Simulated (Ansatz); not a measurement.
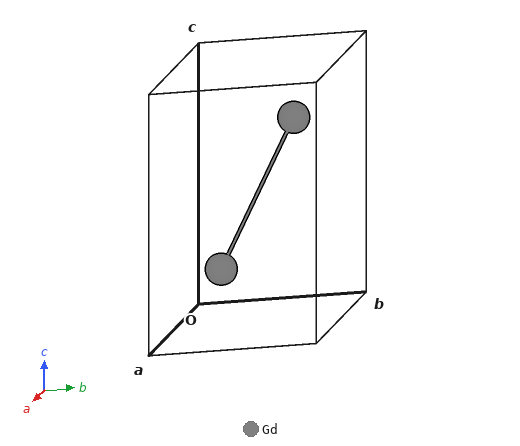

Crystal: Gd, coordinates from a relaxation with DFT PBE, scalar-relativistic, plane waves, PAW (Ansatz). One unit cell is drawn above. The drawing is computed from the coordinates (standard cell, symmetry found to 0.002 Å).

```xyz
2
Lattice="3.6465 0.0000 0.0000 -1.8232 3.1579 0.0000 0.0000 0.0000 5.8308" Properties=species:S:1:pos:R:3 pbc="T T T"
Gd    0.0000    2.1053    4.3731
Gd    1.8232    1.0526    1.4577
```

> What is its point group?

6/mmm (D6h), order 24, hexagonal system: one sixfold axis, six twofold axes, seven mirror planes, an inversion centre.

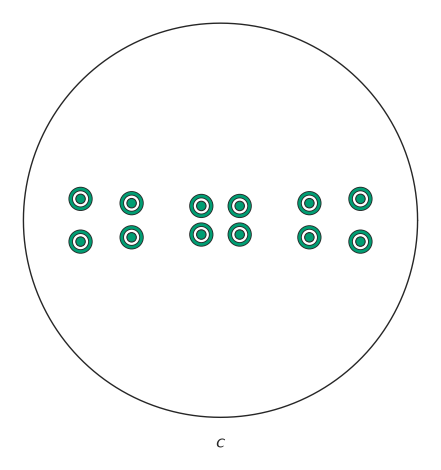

Stereographic projection: filled dots lie in the upper hemisphere, open rings in the lower. The poles are one general form. The b axis points at the viewer.

> What does this class allow?

Class 6/mmm is centrosymmetric, so neither piezoelectric nor pyroelectric; it is not chiral. Its Laue class is 6/mmm.
